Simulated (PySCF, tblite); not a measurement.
# C3H12B2N2Si: geometry, infrared bands and NMR shifts

What infrared bands and NMR shifts should C3H12B2N2Si (`BN1[SiH2]CNB1CC`) show?

Programs: tblite 0.8.0 and PySCF 2.14.0, with density-fitted response routines of our own. Each step states its level of theory. These are calculated values for one molecule in the gas phase, unless marked as measured. Atoms are numbered from 0 throughout.

**1. The starting structure**

20 atoms, charge 0, multiplicity 1; geometry from: force field or distance geometry start.

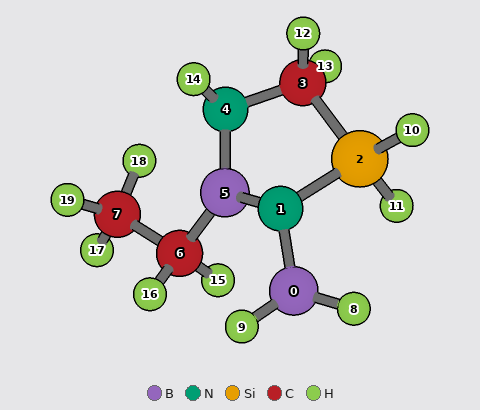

The starting geometry (boron purple, nitrogen teal, silicon amber, carbon red, hydrogen green), atoms numbered; sticks join atoms by distance.

**2. Optimising the geometry with GFN2-xTB**

The job: settings as JSON, then the geometry in Å.

```
{"job": {"kind": "relax", "xc": "GFN2-xTB", "basis": "xTB"}, "charge": 0, "multiplicity": 1}
B     -1.372000     2.104600    -0.246300
N     -1.288200     0.699100     0.227400
Si    -2.052800    -0.503800    -0.860200
C     -1.005700    -1.946200    -0.322800
N      0.115600    -1.384100     0.384900
B      0.126800     0.113900     0.164800
C      1.472600     0.855300    -0.294700
C      2.699100     0.025900     0.082100
H     -2.409700     2.462100    -0.716500
H     -0.846500     2.932300     0.429900
H     -3.478200    -0.689900    -0.588700
H     -1.766400    -0.171200    -2.254700
H     -1.623200    -2.477300     0.475100
H     -0.729500    -2.611400    -1.156800
H      0.006400    -1.564300     1.412600
H      1.490300     0.966200    -1.383000
H      1.575800     1.812700     0.250900
H      3.601000     0.342600    -0.471800
H      2.542200    -1.054900    -0.172500
H      2.937100     0.099000     1.153200
```

On the command line:

```bash
OMP_NUM_THREADS=1 python probes_run.py task.json out
```

This one command runs all jobs of the session in turn.

Log:

```text
step      E/eV     max force
  0    -615.03176    3.618
  1    -615.52098    2.671
  2    -615.92477    1.300
  3    -616.11830    1.004
  4    -616.24062    0.632
  5    -616.28641    0.728
  6    -616.37725    0.798
  7    -616.45691    0.801
  8    -616.53706    0.767
  9    -616.60986    0.660
 10    -616.68454    0.575
 11    -616.74886    0.522
 12    -616.79478    0.487
 13    -616.81934    1.153
 14    -616.83893    0.935
 15    -616.87300    0.348
 16    -616.89594    0.252
 17    -616.92117    0.278
 18    -616.93914    0.324
 19    -616.95671    0.376
 20    -616.97235    0.292
 21    -616.98567    0.337
 22    -616.99971    0.344
 23    -617.01821    0.375
 24    -617.03939    0.379
 25    -617.06278    0.339
 26    -617.08606    0.395
 27    -617.10757    0.375
 28    -617.12715    0.286
 29    -617.14343    0.261
 30    -617.15747    0.305
 31    -617.17163    0.422
 32    -617.18604    0.401
 33    -617.19944    0.289
 34    -617.21067    0.215
 35    -617.21941    0.278
 36    -617.22522    0.363
 37    -617.23078    0.531
 38    -617.23682    0.165
 39    -617.24203    0.133
 40    -617.24786    0.170
 41    -617.25166    0.164
 42    -617.25657    0.144
 43    -617.26040    0.149
 44    -617.26425    0.166
 45    -617.26764    0.166
 46    -617.27064    0.136
 47    -617.27330    0.104
 48    -617.27570    0.112
 49    -617.27797    0.119
 50    -617.28063    0.143
 51    -617.28390    0.126
 52    -617.28730    0.134
 53    -617.29048    0.140
 54    -617.29331    0.132
 55    -617.29649    0.140
 56    -617.29980    0.147
 57    -617.30358    0.162
 58    -617.30649    0.142
 59    -617.30940    0.131
 60    -617.31203    0.110
 61    -617.31528    0.117
 62    -617.31737    0.094
 63    -617.31904    0.101
 64    -617.32067    0.099
 65    -617.32250    0.120
 66    -617.32417    0.118
 67    -617.32557    0.109
 68    -617.32683    0.123
 69    -617.32812    0.084
 70    -617.32955    0.069
 71    -617.33049    0.061
 72    -617.33159    0.065
 73    -617.33230    0.068
 74    -617.33293    0.065
 75    -617.33361    0.061
 76    -617.33447    0.073
 77    -617.33546    0.069
 78    -617.33650    0.077
 79    -617.33754    0.077
 80    -617.33869    0.078
 81    -617.33996    0.095
 82    -617.34114    0.081
 83    -617.34219    0.079
 84    -617.34313    0.064
 85    -617.34432    0.074
 86    -617.34533    0.082
 87    -617.34681    0.078
 88    -617.34814    0.058
 89    -617.34940    0.062
 90    -617.35046    0.059
 91    -617.35146    0.056
 92    -617.35235    0.058
 93    -617.35303    0.056
 94    -617.35351    0.051
 95    -617.35388    0.044
 96    -617.35417    0.035
 97    -617.35442    0.026
 98    -617.35461    0.032
 99    -617.35475    0.020
100    -617.35486    0.020
101    -617.35496    0.022
102    -617.35506    0.027
103    -617.35523    0.032
104    -617.35547    0.038
105    -617.35573    0.037
106    -617.35595    0.030
107    -617.35612    0.030
108    -617.35629    0.031
109    -617.35649    0.042
110    -617.35669    0.039
111    -617.35683    0.029
112    -617.35691    0.019
113    -617.35697    0.020
114    -617.35701    0.014
115    -617.35703    0.007
```

Wall time 1.5 s (1 thread of Arm Neoverse N1, shared host); peak memory 0.18 GiB.

Relaxation path: (not every step is listed)

```csv
step,energy from step 0 (eV),largest force (eV/Å)
0,0.0000,3.6181
1,-0.4892,2.6706
2,-0.8930,1.3000
3,-1.0865,1.0037
4,-1.2089,0.6320
5,-1.2547,0.7279
6,-1.3455,0.7978
7,-1.4252,0.8006
8,-1.5053,0.7673
18,-1.9074,0.3236
28,-2.0954,0.2862
38,-2.2051,0.1654
48,-2.2439,0.1118
58,-2.2747,0.1423
68,-2.2951,0.1226
78,-2.3047,0.0766
88,-2.3164,0.0584
98,-2.3229,0.0319
108,-2.3245,0.0308
110,-2.3249,0.0387
111,-2.3251,0.0292
112,-2.3252,0.0194
113,-2.3252,0.0205
114,-2.3252,0.0137
115,-2.3253,0.0068
```

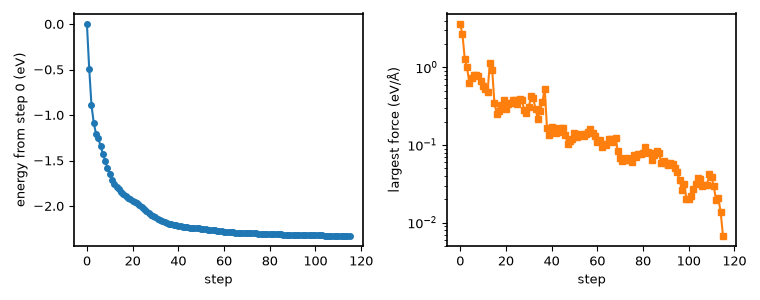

Energy and largest force along the relaxation.

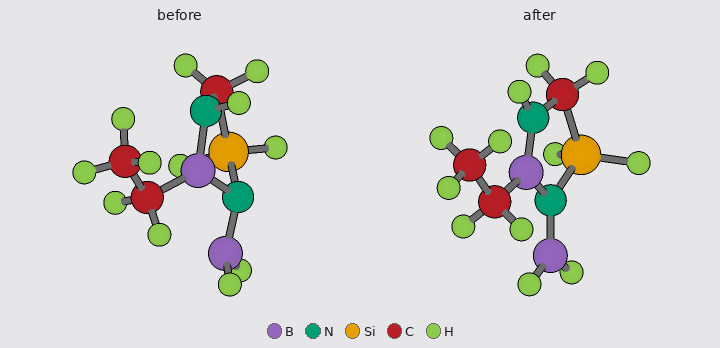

The geometry before (left) and after (right).

Close pairs (by a distance rule), those that changed most:

```csv
bond,before (Å),after (Å),change (Å)
N4–B5,1.514,1.387,-0.128
B0–N1,1.486,1.404,-0.081
N1–B5,1.533,1.471,-0.061
Si2–C3,1.862,1.912,+0.051
C3–H12,1.140,1.095,-0.045
N4–H14,1.049,1.008,-0.041
N1–Si2,1.793,1.752,-0.041
C7–H18,1.121,1.088,-0.033
```

The next job starts from the end point, and lists it.

**3. Vibrational analysis with GFN2-xTB**

The job: settings as JSON, then the geometry in Å.

```
{"job": {"kind": "ir", "xc": "GFN2-xTB", "basis": "xTB"}, "charge": 0, "multiplicity": 1}
B     -1.341068     2.079189    -0.683597
N     -1.111987     0.706472    -0.497694
Si    -2.358864    -0.512210    -0.666240
C     -1.179556    -1.953713    -0.232316
N      0.094645    -1.292311    -0.019224
B      0.175032     0.086150    -0.145824
C      1.521338     0.905964     0.066465
C      2.762847     0.057890     0.351103
H     -2.424987     2.434978    -0.964867
H     -0.473322     2.855857    -0.561331
H     -3.434284    -0.343903     0.316638
H     -2.862200    -0.591523    -2.041863
H     -1.480611    -2.498246     0.668699
H     -1.094485    -2.694118    -1.034137
H      0.865699    -1.896520     0.216829
H      1.716288     1.517751    -0.817196
H      1.388624     1.612930     0.889281
H      3.642294     0.687969     0.475468
H      2.955048    -0.629857    -0.470287
H      2.634401    -0.522072     1.263033
```

Log:

```text
mode    cm-1     km/mol
  1      51.5      0.00
  2      81.3      0.53
  3     155.5      0.33
  4     164.8      0.54
  5     227.1      0.00
  6     258.1      1.00
  7     273.6      0.42
  8     315.2      0.08
  9     356.5      3.95
 10     403.2      7.13
 11     463.8      0.05
 12     501.6     49.88
 13     538.1      9.76
 14     544.9     47.38
 15     597.0     74.37
 16     640.1     39.90
 17     676.5     74.04
 18     756.8    157.78
 19     763.2     57.15
 20     775.7    235.18
 21     784.2     44.92
 22     785.1     15.07
 23     858.9    169.58
 24     955.8      6.81
 25     989.9     14.00
 26    1009.0     11.52
 27    1075.2     66.28
 28    1087.2      3.16
 29    1121.9    162.88
 30    1162.5     13.06
 31    1183.1      1.74
 32    1214.1     91.36
 33    1243.4      2.35
 34    1270.6     26.96
 35    1313.5     49.79
 36    1349.6    389.46
 37    1410.1      1.87
 38    1450.0    203.45
 39    1488.3      1.66
 40    1500.2     37.82
 41    1517.1      1.66
 42    1518.4      1.33
 43    2225.3    488.60
 44    2238.2    174.19
 45    2586.5    206.23
 46    2629.0    181.73
 47    2896.6     73.56
 48    2931.6     60.76
 49    2959.6     40.22
 50    2981.4     24.80
 51    3011.0     65.11
 52    3020.0     68.63
 53    3026.6     35.43
 54    3461.0      2.46
```

Wall time 1.3 s (1 thread of Arm Neoverse N1, shared host); peak memory 0.18 GiB.

The strongest bands and the atoms that carry them (share of the mass-weighted mode):

```csv
cm⁻¹,km/mol,atoms
776,235.2,"H11 43 %, H10 41 %"
859,169.6,"H8 36 %, H9 35 %, B0 27 %"
1350,389.5,"N1 40 %, B0 37 %"
1450,203.4,"N4 30 %, B5 29 %"
2225,488.6,"H11 58 %, H10 37 %"
2238,174.2,"H10 59 %, H11 38 %"
2586,206.2,H8 89 %
2629,181.7,H9 88 %
```

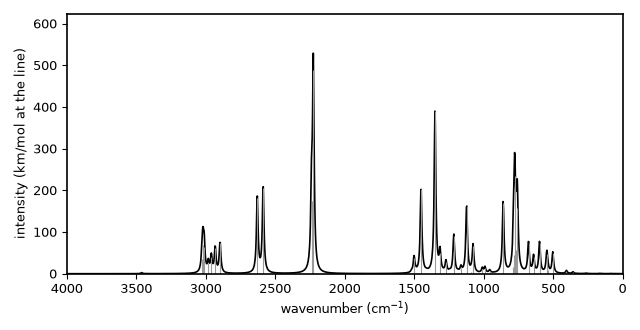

The infrared spectrum from these modes, unscaled. Lines are broadened to a width of 14 cm⁻¹ (Lorentzian).

**4. NMR shieldings: PBE0/pcSseg-1**

Settings changed since step 3:

```diff
@@ -1,2 +1,2 @@
-{"job": {"kind": "ir", "xc": "GFN2-xTB", "basis": "xTB"}, "charge": 0, "multiplicity": 1}
+{"job": {"kind": "nmr", "xc": "PBE0", "basis": "pcSseg-1"}, "charge": 0, "multiplicity": 1}
 B     -1.341068     2.079189    -0.683597
```

Method: GIAO PBE0/pcSseg-1 NMR shielding, non-relativistic, gas phase.

Log:

```text
coarse grid: 16624 points
cycle   1  E = -569.7396176934  dE =  8.160e-01  |g| = 5.435e-01  |ddm| = 3.878e+00
cycle   2  E = -569.6994491799  dE =  4.017e-02  |g| = 6.947e-01  |ddm| = 1.072e+00
cycle   3  E = -569.8125562671  dE = -1.131e-01  |g| = 1.006e-01  |ddm| = 6.527e-01
cycle   4  E = -569.8146200077  dE = -2.064e-03  |g| = 3.393e-02  |ddm| = 8.982e-02
cycle   5  E = -569.8148729091  dE = -2.529e-04  |g| = 8.385e-03  |ddm| = 2.984e-02
cycle   6  E = -569.8148888972  dE = -1.599e-05  |g| = 3.141e-03  |ddm| = 9.750e-03
cycle   7  E = -569.8148910165  dE = -2.119e-06  |g| = 7.334e-04  |ddm| = 2.546e-03
final grid: 154416 points
cycle   8  E = -569.8553634870  dE = -5.877e-05  |g| = 9.789e-03  |ddm| = 3.555e-02
cycle   9  E = -569.8553501015  dE =  1.339e-05  |g| = 1.249e-02  |ddm| = 1.785e-02
cycle  10  E = -569.8553864605  dE = -3.636e-05  |g| = 1.464e-03  |ddm| = 1.004e-02
cycle  11  E = -569.8553869352  dE = -4.747e-07  |g| = 2.976e-04  |ddm| = 1.144e-03
cycle  12  E = -569.8553869539  dE = -1.861e-08  |g| = 8.182e-05  |ddm| = 2.931e-04
cycle  13  E = -569.8553869555  dE = -1.596e-09  |g| = 3.417e-05  |ddm| = 1.061e-04
cycle  14  E = -569.8553869557  dE = -2.378e-10  |g| = 9.617e-06  |ddm| = 2.779e-05
converged SCF energy = -569.8553869557

GIAO shielding tensors (ppm)
atom      isotropic    diamagn.    paramagn.     s11        s22        s33       span
  0 B       52.811     195.458    -142.647     18.240     19.335    120.860    102.620
  1 N      110.568     328.592    -218.024    -24.593     99.553    256.744    281.337
  2 Si     365.356     880.434    -515.078    321.491    354.890    419.687     98.196
  3 C      156.194     248.510     -92.316    135.962    137.268    195.351     59.388
  4 N      165.428     324.514    -159.086     90.103    195.861    210.320    120.218
  5 B       64.291     194.659    -130.368     28.926     70.615     93.333     64.407
  6 C      177.141     252.860     -75.719    167.705    180.879    182.839     15.133
  7 C      176.133     247.193     -71.060    169.076    172.158    187.165     18.089
  8 H       26.143      30.033      -3.889     24.103     25.619     28.707      4.604
  9 H       26.045      31.853      -5.808     23.246     25.335     29.553      6.307
 10 H       26.489      29.014      -2.524     23.365     24.258     31.845      8.480
 11 H       26.495      28.878      -2.383     23.355     24.254     31.875      8.520
 12 H       28.747      29.203      -0.456     23.820     26.753     35.667     11.847
 13 H       28.759      28.790      -0.031     23.881     26.776     35.619     11.738
 14 H       27.912      35.146      -7.234     19.392     30.382     33.962     14.570
 15 H       30.644      32.729      -2.085     25.073     30.346     36.513     11.440
 16 H       30.708      33.023      -2.315     25.293     30.190     36.641     11.348
 17 H       30.418      28.096       2.322     25.102     28.118     38.033     12.931
 18 H       30.853      30.907      -0.054     26.567     29.472     36.519      9.952
 19 H       30.852      31.293      -0.441     26.507     29.587     36.462      9.955
```

Wall time 62 s (1 thread of Arm Neoverse N1, shared host); peak memory 0.91 GiB.

Shifts follow as δ = σ(reference) − σ, with reference shieldings (ppm) from runs at the same level and on the same kind of geometry: 1H TMS 31.72, 13C TMS 186.9, 29Si TMS 349.2, 15N NH3 267.7, 11B BF3·OEt2 100.1. The references are single molecules in the gas phase, so shifts against H2O, NH3, PH3, H3PO4 or CFCl3 are not on the usual liquid scales and can be off by tens of ppm. Atoms listed in one row are averaged.

```csv
atoms,environment,σ (ppm),δ (ppm),δ scaled to CDCl3
C3,sp3 CH2 bonded to N and Si,156.2,30.7,28.1
C7,methyl carbon,176.1,10.8,8.6
C6,sp3 CH2 bonded to B,177.1,9.8,7.6
"H8, H9",hydrogen on a boron bonded to N,26.09,5.62,–
"H10, H11","hydrogen on a silicon bonded to C, N, in a 5-membered ring",26.49,5.22,–
H14,"hydrogen on a nitrogen bonded to C, B, in a 5-membered ring",27.91,3.80,–
"H12, H13",hydrogen on an sp3 CH2 bonded to N and Si,28.75,2.96,2.90
"H15, H16",hydrogen on an sp3 CH2 bonded to B,30.68,1.04,1.09
"H17, H18, H19",hydrogen on a methyl carbon,30.71,1.01,1.06
B0,"boron bonded to N, 2 H",52.8,47.3,–
B5,"boron bonded to C, 2 N, in a 5-membered ring",64.3,35.8,–
N1,"nitrogen bonded to 2 B, Si, in a 5-membered ring",110.6,157.2,–
N4,"nitrogen bonded to C, B, H, in a 5-membered ring",165.4,102.3,–
Si2,"silicon bonded to C, N, 2 H, in a 5-membered ring",365.4,-16.2,–
```

The scaled column applies a straight-line fit of computed shieldings to shifts measured in CDCl3 (root-mean-square error 0.16 ppm for H, 1.9 ppm for C).

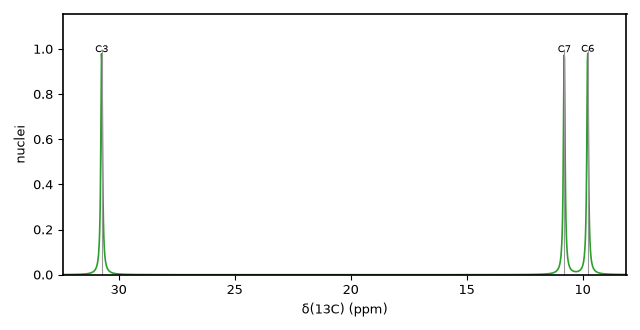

13C lines at the computed shifts, without couplings. Lines are broadened to a width of 0.08 ppm (Lorentzian).

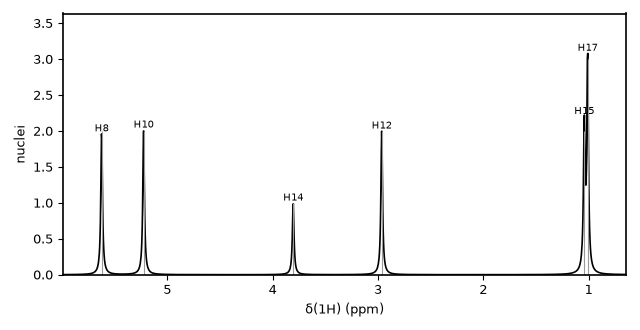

1H lines at the computed shifts, without couplings. Lines are broadened to a width of 0.02 ppm (Lorentzian).

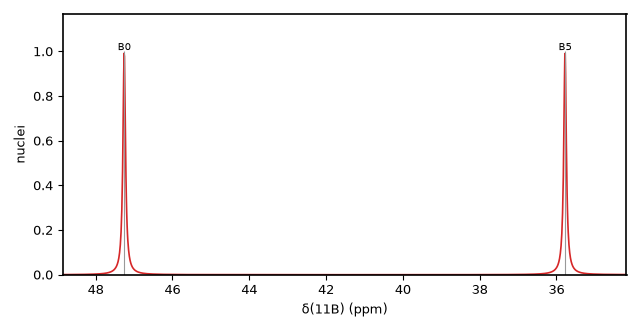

11B lines at the computed shifts, without couplings. Lines are broadened to a width of 0.08 ppm (Lorentzian).

Charges from the same density, by scheme (e):

```csv
atoms,Mulliken,IAO,Hirshfeld,ESP fit
B0,0.15,0.01,0.12,0.20
N1,-0.78,-0.55,-0.25,-0.23
Si2,0.73,0.90,0.40,0.47
C3,-0.32,-0.44,-0.11,-0.15
N4,-0.52,-0.38,-0.18,-0.45
B5,0.68,0.30,0.19,0.17
C6,-0.51,-0.40,-0.14,0.08
C7,-0.28,-0.41,-0.12,-0.35
```

Hirshfeld charges:

B0 0.12; N1 -0.25; Si2 0.40; C3 -0.11; N4 -0.18; B5 0.19; C6 -0.14; C7 -0.12; H8 -0.07; H9 -0.06; H10 -0.07; H11 -0.07; H12 0.04; H13 0.04; H14 0.13; H15 0.04; H16 0.04; H17 0.04; H18 0.03; H19 0.03

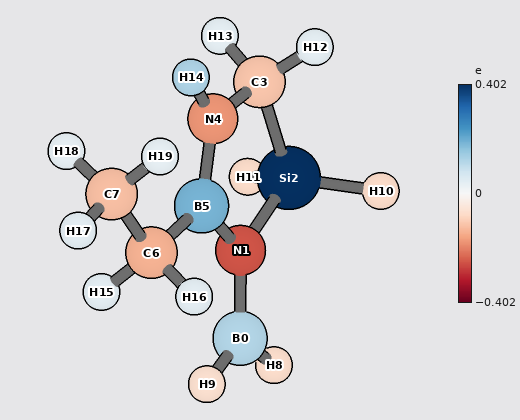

Hirshfeld charges, as colours on the atoms.

Mayer bond orders: B0–N1 1.28, N1–Si2 0.91, Si2–C3 0.92, C3–N4 0.95, N4–B5 1.26, B5–C6 0.97, C6–C7 1.07, B5–N1 0.92.

Ring of atoms N1, Si2, C3, N4, B5: NICS(0) -2.7, NICS(1) -2.1, NICS(1)zz -1.0 ppm (means of both faces).

**5. Outcome**

```
                                                              quantity                                   value
                             strongest single infrared mode (GFN2-xTB)                   2225 cm⁻¹, 489 km/mol
                                          zero-point energy (GFN2-xTB)                           98.4 kcal/mol
                                13C shifts against TMS (PBE0/pcSseg-1)                     30.7, 10.8, 9.8 ppm
1H shifts against TMS (PBE0/pcSseg-1, means over atoms taken as alike)  5.62, 5.22, 3.80, 2.96, 1.04, 1.01 ppm
                           11B shifts against BF3·OEt2 (PBE0/pcSseg-1)                          47.3, 35.8 ppm
                                15N shifts against NH3 (PBE0/pcSseg-1)                        157.2, 102.3 ppm
                               29Si shifts against TMS (PBE0/pcSseg-1)                               -16.2 ppm
```

**Reading.** Over 115 steps the energy fell by 2.325 eV; of the close pairs, N4–B5 changed most, 1.514 to 1.387 Å. All 54 modes are real, so the xTB geometry is a minimum. The strongest single mode, at 2225 cm⁻¹, moves mainly H11 and H10. Unscaled tight-binding wavenumbers are off by several per cent, some by more. Its intensities can rank the bands wrongly. C3 (sp3 CH2 bonded to N and Si) lies farthest downfield among carbon, at 30.7 ppm; deshielded by the electronegative neighbour. At PBE0/pcSseg-1: The largest span, 281 ppm, is at N1, where the paramagnetic term is -218 ppm.
